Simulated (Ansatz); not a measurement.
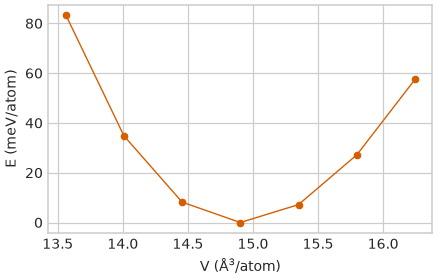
Figure: SnMo2C in space group P6_3/mmc (No. 194; Sn on 2d, Mo on 4f, C on 2a) under volume change, DFT-PBE in the program Ansatz with PAW potentials, shape and atoms relaxed at each volume.

**Question.** What does a third-order Birch–Murnaghan fit give for V₀, B₀ and B′?

**Answer.** V₀ = 14.90 Å³/atom, B₀ = 182 GPa, B′ = 5.1.

The start of the workflow was typed in or built on a structure type; neither database checked (COD, Materials Project) lists it. Whether it is the stable phase at ambient conditions was not checked. The PBE relaxation kept the symmetry of its start; its stability against distortions is not shown here. The run is not spin-polarised. Spin–orbit coupling is left out wherever it is not named.

Potentials: the later of the program's two PAW sets.
